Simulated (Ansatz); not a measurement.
Nudged elastic band of GeH₄O

The run: nudged elastic band of GeH₄O. Method and program: RKS r2SCAN/def2-SVP (Ansatz 0.2.0).

It belongs to a series of runs on one base structure; here: band between the two ends. Figures and captions count atoms from 1; the log counts them from 0 in places.

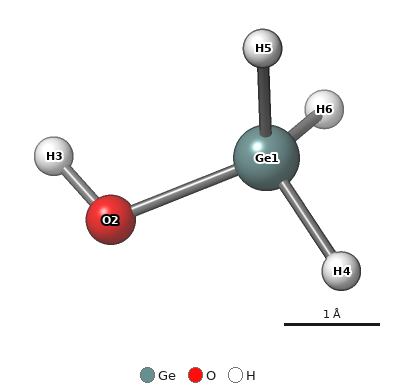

*The structure as given in the input (ball-and-stick view, seen at a tilt; atoms are numbered from 1 in the order of the input). Sticks mark near contacts.*

Bond lengths as drawn: Ge–H 1.53 to 1.54 Å, Ge–O 1.79 Å and H–O 0.97 Å.

The input:
```yaml
crystal:
  periodic: [false, false, false]
  atoms:
    - { symbol: Ge, position_ang: [0.316557, -0.019602, 0.05592] }
    - { symbol: O, position_ang: [0.664335, -0.115001, 1.805351] }
    - { symbol: H, position_ang: [-0.143701, -0.167935, 2.331615] }
    - { symbol: H, position_ang: [1.699189, 0.053801, -0.59293] }
    - { symbol: H, position_ang: [-0.513182, 1.239769, -0.262096] }
    - { symbol: H, position_ang: [-0.449997, -1.272432, -0.411458] }
basis:
  gaussian: { orbitals: def2-SVP }
hamiltonian:
  xc: r2scan
neb:
  order_check: false
  images: 7
  f_tol: 0.05
  max_iterations: 60
  final_atoms:
    - { symbol: Ge, position_ang: [0.04495187, 0.25346586, -0.78215894] }
    - { symbol: O, position_ang: [1.03898571, 0.15997796, 1.19334175] }
    - { symbol: H, position_ang: [0.43364195, -0.2983561, 1.79543073] }
    - { symbol: H, position_ang: [1.81735222, -0.4120589, 1.12124154] }
    - { symbol: H, position_ang: [-1.07272514, 1.12129316, -0.05373534] }
    - { symbol: H, position_ang: [-0.68900561, -1.10572198, -0.34771774] }
  initial_path:
    images:
      - { positions_ang: [[0.316557, -0.019602, 0.05592], [0.664335, -0.115001, 1.805351], [-0.143701, -0.167935, 2.331615], [1.699189, 0.053801, -0.59293], [-0.513182, 1.239769, -0.262096], [-0.449997, -1.272432, -0.411458]] }
      - { positions_ang: [[0.23796746, -0.01451827, 0.04166389], [0.77619952, -0.08672144, 1.76067048], [-0.05764951, -0.19670108, 2.23858107], [1.70182041, 0.04011989, -0.34908055], [-0.56603542, 1.24648554, -0.32635261], [-0.51910147, -1.27006465, -0.4390803]] }
      - { positions_ang: [[0.15937792, -0.00943455, 0.02740779], [0.88806405, -0.05844187, 1.71598996], [0.02840198, -0.22546716, 2.14554715], [1.70445183, 0.02643879, -0.1052311], [-0.61888883, 1.25320209, -0.39060921], [-0.58820594, -1.2676973, -0.46670259]] }
      - { positions_ang: [[0.08078839, -0.00435082, 0.01315168], [0.99992857, -0.03016231, 1.67130944], [0.11445347, -0.25423323, 2.05251322], [1.70708324, 0.01275768, 0.13861836], [-0.67174225, 1.25991863, -0.45486582], [-0.65731042, -1.26532995, -0.49432489]] }
      - { positions_ang: [[0.00219885, 0.0007329, -0.00110442], [1.11179309, -0.00188275, 1.62662893], [0.20050496, -0.28299931, 1.9594793], [1.70971466, -0.00092343, 0.38246781], [-0.72459567, 1.26663517, -0.51912243], [-0.72641489, -1.26296259, -0.52194719]] }
      - { positions_ang: [[0.0128871, 0.06391614, -0.19636805], [1.09359125, 0.03858243, 1.51830713], [0.25878921, -0.28683851, 1.91846716], [1.73662405, -0.10370729, 0.56716124], [-0.81162803, 1.23029967, -0.40277566], [-0.71706257, -1.22365244, -0.47838983]] }
      - { positions_ang: [[0.02357536, 0.12709938, -0.39163168], [1.0753894, 0.07904761, 1.40998534], [0.31707345, -0.2906777, 1.87745502], [1.76353344, -0.20649116, 0.75185468], [-0.8986604, 1.19396417, -0.28642888], [-0.70771025, -1.18434229, -0.43483247]] }
      - { positions_ang: [[0.03426361, 0.19028262, -0.58689531], [1.05718755, 0.11951279, 1.30166354], [0.3753577, -0.2945169, 1.83644288], [1.79044283, -0.30927503, 0.93654811], [-0.98569277, 1.15762867, -0.17008211], [-0.69835793, -1.14503214, -0.3912751]] }
      - { positions_ang: [[0.04495187, 0.25346586, -0.78215894], [1.03898571, 0.15997796, 1.19334175], [0.43364195, -0.2983561, 1.79543073], [1.81735222, -0.4120589, 1.12124154], [-1.07272514, 1.12129316, -0.05373534], [-0.68900561, -1.10572198, -0.34771774]] }
```

Command:
```bash
ansatz run input.yaml --threads 1 --pin off --max-ram 2048MiB --backend cpu --events-out ev --progress --plain --runs-dir out
```

Output:
```
Engine: ansatz 0.2.0, aarch64-unknown-linux-gnu
Functional definition: r2SCAN
  parameter k0 = 0.174
  parameter k1 = 0.065
  parameter a1 = 4.9479
  exchange = r2scan_x(k0 = k0, k1 = k1, a1 = a1)
  correlation = r2scan_c
726 factors; their error is unknown
mean field evaluation 1: about -58616.0868 eV, gradient 5.2e1 eV
mean field evaluation 2: about -58592.6853 eV, gradient 1.2e2 eV
mean field evaluation 4: about -58620.5774 eV, gradient 4.0e0 eV
mean field evaluation 8: about -58620.6048 eV, gradient 1.9e-2 eV
mean field -58620.56585516 eV, -2154.2660607306 hartree, gradient 5.2e-5 eV, S^2 0.000000; 0 other end points of the search recorded, 0 dependent functions left out
the calculation of the forces begins
reference -58620.56586366 eV, -2154.2660610427 hartree; 22, 22 occupied and 44, 44 virtual orbitals, 726 factors
726 factors; their error is unknown
mean field evaluation 16: about -58616.2740 eV, gradient 4.3e1 eV
mean field -58619.35187578 eV, -2154.2214478111 hartree, gradient 4.3e-5 eV, S^2 0.000000; 0 other end points of the search recorded, 0 dependent functions left out
[... from here on the field's lines of each further geometry are left out, up to the last ...]
NEB iter   1: max|band force component| = 4.081e0 eV/Å  barrier→ = 4.4250 eV  barrier← = 3.2110 eV  Δτ_max = 0.2000 Å  (227 SCF iters)
NEB iter   2: max|band force component| = 2.235e0 eV/Å  barrier→ = 2.9894 eV  barrier← = 1.7754 eV  Δτ_max = 0.1946 Å  (219 SCF iters)
NEB iter   3: max|band force component| = 1.493e0 eV/Å  barrier→ = 2.4091 eV  barrier← = 1.1951 eV  Δτ_max = 0.1949 Å  (208 SCF iters)
NEB iter   4: max|band force component| = 8.247e-1 eV/Å  barrier→ = 2.2103 eV  barrier← = 0.9963 eV  Δτ_max = 0.1946 Å  (199 SCF iters)
NEB iter   5: max|band force component| = 1.267e0 eV/Å  barrier→ = 2.3696 eV  barrier← = 1.1556 eV  CI = image 5  Δτ_max = 0.1879 Å  (187 SCF iters)
NEB iter   6: max|band force component| = 1.692e0 eV/Å  barrier→ = 2.5070 eV  barrier← = 1.2930 eV  CI = image 5  Δτ_max = 0.0966 Å  (190 SCF iters)
NEB iter   7: max|band force component| = 3.507e-1 eV/Å  barrier→ = 2.4470 eV  barrier← = 1.2331 eV  CI = image 5  Δτ_max = 0.0360 Å  (178 SCF iters)
NEB iter   8: max|band force component| = 2.142e-1 eV/Å  barrier→ = 2.4422 eV  barrier← = 1.2282 eV  CI = image 5  Δτ_max = 0.0205 Å  (179 SCF iters)
NEB iter   9: max|band force component| = 1.094e-1 eV/Å  barrier→ = 2.4371 eV  barrier← = 1.2231 eV  CI = image 5  Δτ_max = 0.0625 Å  (169 SCF iters)
NEB iter  10: max|band force component| = 1.152e-1 eV/Å  barrier→ = 2.4308 eV  barrier← = 1.2168 eV  CI = image 5  Δτ_max = 0.0208 Å  (176 SCF iters)
the calculation of the forces begins
reference -58619.34069542 eV, -2154.2210369405 hartree; 22, 22 occupied and 44, 44 virtual orbitals, 726 factors
726 factors; their error is unknown
mean field -58618.13602977 eV, -2154.1767662942 hartree, gradient 2.3e-5 eV, S^2 0.000000; 1 other end points of the search recorded, 0 dependent functions left out
the calculation of the forces begins
reference -58618.13603798 eV, -2154.1767665959 hartree; 22, 22 occupied and 44, 44 virtual orbitals, 726 factors
NEB iter  11: max|band force component| = 4.462e-2 eV/Å  barrier→ = 2.4298 eV  barrier← = 1.2158 eV  CI = image 5  Δτ_max = 0.0000 Å  (354 SCF iters)
```

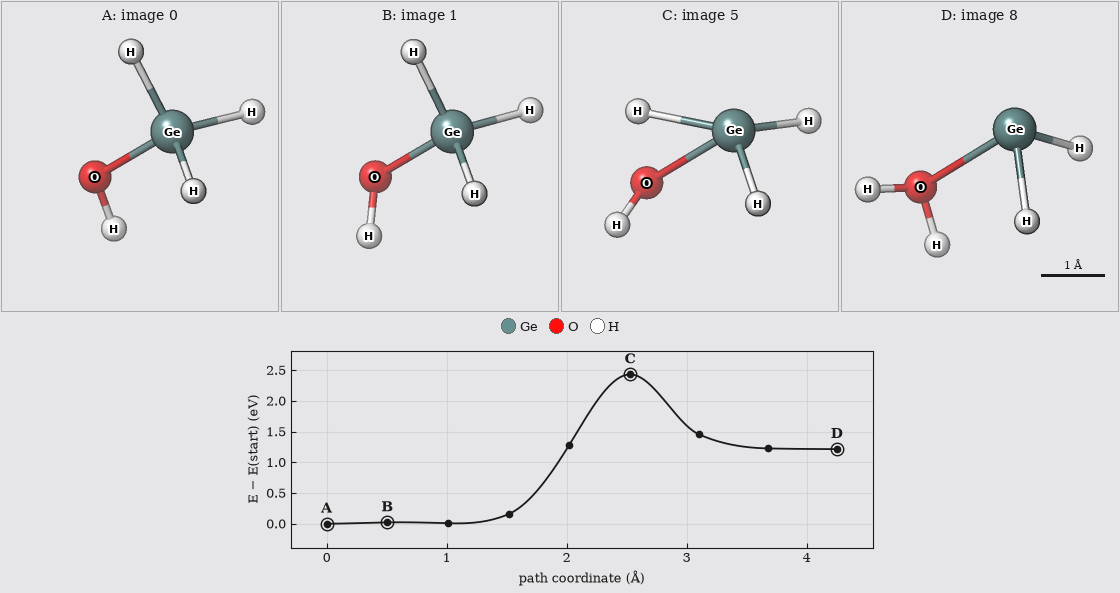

*Images of the last band (counted from 0; ball-and-stick, seen at a tilt) above the energy along the path; the line is a cubic interpolation that uses the forces.*

The highest image is number 5, 2.430 eV above the start and 1.216 eV above the end (the climbing image); the end lies 1.214 eV above the start. The path is 4.25 Å long. The band converged in 11 iterations.

```
Total energy: -58618.13603798 eV, -2154.1767665959 hartree
Atom 0 at     0.179720     0.018942    -0.343182 Å, force     0.009832     0.004884     0.035947 eV/Å
Atom 1 at     0.701882     0.224349     1.616525 Å, force     0.009305    -0.008426    -0.035615 eV/Å
Atom 2 at     0.657658    -0.660110     2.017711 Å, force     0.007805     0.004408     0.000480 eV/Å
Atom 3 at     1.551621     0.003034     0.513239 Å, force    -0.044506    -0.001879     0.006428 eV/Å
Atom 4 at    -0.679500     1.287126    -0.560691 Å, force     0.007001    -0.001878    -0.003269 eV/Å
Atom 5 at    -0.838179    -1.154741    -0.317201 Å, force     0.010563     0.002891    -0.003970 eV/Å
Dipole moment:    -0.006605    -0.292906     0.000899 e Å
this run last wrote the band of iteration 11 to [file]
```

The last band as extended XYZ (Å, eV, eV/Å):
```
6
Properties=species:S:1:pos:R:3:forces:R:3 image=0 energy=-58620.56586
Ge    0.3166   -0.0196    0.0559    0.0003  -0.0002   0.0000
O     0.6643   -0.1150    1.8054   -0.0004   0.0000  -0.0007
H    -0.1437   -0.1679    2.3316    0.0001   0.0002   0.0002
H     1.6992    0.0538   -0.5929    0.0004   0.0000   0.0001
H    -0.5132    1.2398   -0.2621   -0.0002   0.0001   0.0003
H    -0.4500   -1.2724   -0.4115   -0.0002  -0.0001   0.0001
6
Properties=species:S:1:pos:R:3:forces:R:3 image=1 energy=-58620.54453
Ge    0.3030    0.0393    0.0619    0.0025  -0.0023  -0.0005
O     0.5428    0.1285    1.8307    0.0203  -0.0127  -0.0017
H    -0.0171   -0.5018    2.2997   -0.0222   0.0153   0.0019
H     1.6993    0.0003   -0.5702    0.0002   0.0050  -0.0055
H    -0.4624    1.2865   -0.4098   -0.0046  -0.0030   0.0075
H    -0.4924   -1.2341   -0.2858    0.0038  -0.0023  -0.0018
6
Properties=species:S:1:pos:R:3:forces:R:3 image=2 energy=-58620.55833
Ge    0.2557    0.0438    0.0615   -0.0103  -0.0009  -0.0099
O     0.2484    0.2465    1.8363   -0.0093   0.0143  -0.0010
H     0.3303   -0.5951    2.3018    0.0402  -0.0134  -0.0122
H     1.6923   -0.0756   -0.4839    0.0013  -0.0057   0.0462
H    -0.4106    1.3158   -0.4658   -0.0055  -0.0007  -0.0137
H    -0.5429   -1.2168   -0.3235   -0.0164   0.0065  -0.0093
6
Properties=species:S:1:pos:R:3:forces:R:3 image=3 energy=-58620.40875
Ge    0.1872    0.0451    0.0400    0.0069   0.0184   0.2840
O     0.2217    0.2397    1.8158   -0.4790  -0.0398   0.2129
H     0.6140   -0.5752    2.1585   -0.0050   0.1171   0.2119
H     1.6974   -0.1188   -0.1523    0.0531  -0.0963  -0.7650
H    -0.4640    1.2947   -0.5679    0.2116   0.0250   0.0909
H    -0.6831   -1.1668   -0.3677    0.2124  -0.0245  -0.0346
6
Properties=species:S:1:pos:R:3:forces:R:3 image=4 energy=-58619.27996
Ge    0.1792    0.0323   -0.0998   -0.1317   0.1740   1.5821
O     0.4622    0.2628    1.7142   -1.4785   0.1541   0.6425
H     0.6289   -0.6269    2.0563    0.0303   0.0975   0.1474
H     1.6629   -0.0718    0.2029    0.7242  -0.3446  -2.1438
H    -0.5722    1.2807   -0.6072    0.4520  -0.0320  -0.0543
H    -0.7877   -1.1585   -0.3400    0.4037  -0.0490  -0.1740
6
Properties=species:S:1:pos:R:3:forces:R:3 image=5 energy=-58618.13603
Ge    0.1797    0.0189   -0.3432    0.0098   0.0049   0.0359
O     0.7019    0.2243    1.6165    0.0093  -0.0084  -0.0356
H     0.6577   -0.6601    2.0177    0.0078   0.0044   0.0005
H     1.5516    0.0030    0.5132   -0.0445  -0.0019   0.0064
H    -0.6795    1.2871   -0.5607    0.0070  -0.0019  -0.0033
H    -0.8382   -1.1547   -0.3172    0.0106   0.0029  -0.0040
6
Properties=species:S:1:pos:R:3:forces:R:3 image=6 energy=-58619.11203
Ge    0.1351    0.0370   -0.6287   -0.0396  -0.0265  -0.5001
O     0.8447    0.1663    1.4720    0.2335  -0.0711  -0.2614
H     0.7057   -0.6836    1.9231    0.0065   0.0396  -0.1024
H     1.6367    0.0280    0.9005    0.1412   0.0190   0.6993
H    -0.8328    1.2659   -0.4615   -0.1932  -0.0592   0.0668
H    -0.9161   -1.0951   -0.2791   -0.1484   0.0981   0.0977
6
Properties=species:S:1:pos:R:3:forces:R:3 image=7 energy=-58619.34069
Ge    0.0618    0.1293   -0.7662   -0.0094   0.0043  -0.0091
O     0.9444    0.1337    1.2715    0.0053   0.0042  -0.0257
H     0.5448   -0.5920    1.7741   -0.0160   0.0129  -0.0123
H     1.8726   -0.1136    1.1521    0.0253  -0.0168   0.0328
H    -0.9805    1.2196   -0.2707   -0.0120  -0.0023   0.0101
H    -0.8699   -1.0583   -0.2344    0.0069  -0.0024   0.0042
6
Properties=species:S:1:pos:R:3:forces:R:3 image=8 energy=-58619.35188
Ge    0.0450    0.2535   -0.7822   -0.0030  -0.0065  -0.0082
O     1.0390    0.1600    1.1933    0.0021   0.0061   0.0134
H     0.4336   -0.2984    1.7954    0.0087   0.0021  -0.0094
H     1.8174   -0.4121    1.1212   -0.0107  -0.0027   0.0014
H    -1.0727    1.1213   -0.0537    0.0018  -0.0022   0.0058
H    -0.6890   -1.1057   -0.3477    0.0011   0.0032  -0.0030
```

Key numbers:

| quantity | value |
| --- | --- |
| outcome | converged |
| barrier, forward | 2.430 eV |
| barrier, backward | 1.216 eV |
| hardware | 1 thread of Arm Neoverse V1, 24 GiB of memory available, shared host |
| wall time | 3.5 min |
| peak memory | 0.11 GiB |

Remarks:

The order of the saddle point was not checked.
